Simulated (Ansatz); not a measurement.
Program: Ansatz.

```
crystal:
  lattice:
    - [10.0, 0.0, 0.0]
    - [0.0, 10.0, 0.0]
    - [0.0, 0.0, 10.0]
  atoms:
    - { symbol: Co, position: [0.632791, 0.5, 0.5], spin: 2.0, spin_axis: [0, 0, 1] }
    - { symbol: Co, position: [0.433605, 0.615, 0.5], spin: 2.0, spin_axis: [1, 0, 3] }
    - { symbol: Co, position: [0.433605, 0.385, 0.5], spin: 2.0, spin_axis: [-1, 0, 3] }
basis:
  ecutwfc: "800.0 eV"
  ecutrho_ratio: 4
kpoints:
  mp_grid: { grid: [1, 1, 1], shift: [0, 0, 0] }
hamiltonian:
  xc: pbe
  pseudopotentials: { kind: nc_fr }
magnetization:
  noncollinear: true
  spin_orbit: true
scf:
  convergence: { dr2_threshold: "1.0e-05 eV" }
  occupations: { method: gaussian, width: "0.05 eV" }
  mixing: { algorithm: msr1 }
  max_iter: 200
```

Co (3 atoms in the cell); DFT, PBE, fully relativistic norm-conserving potentials, plane waves, spin-orbit coupling in Ansatz development build ahead of 0.2.0; cutoff 800 eV, 1×1×1 k-mesh, Gaussian smearing of 0.05 eV.

Q: What does the convergence history look like?

A: The run gave up at step 200 without converging. The residual spikes early on, up to about 2 × 10³ before step 85. It is still falling at the last step (down to 2 × 10⁻⁵).

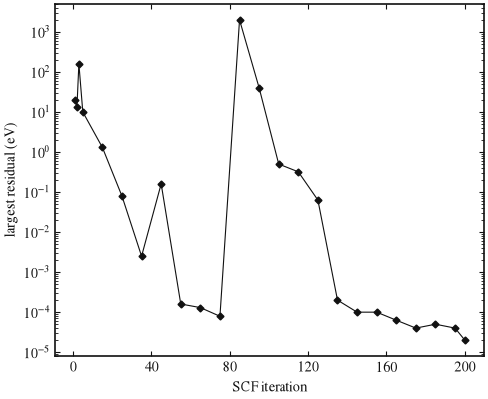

SCF iterations of a calculation: largest residual. Only some iterations were kept.
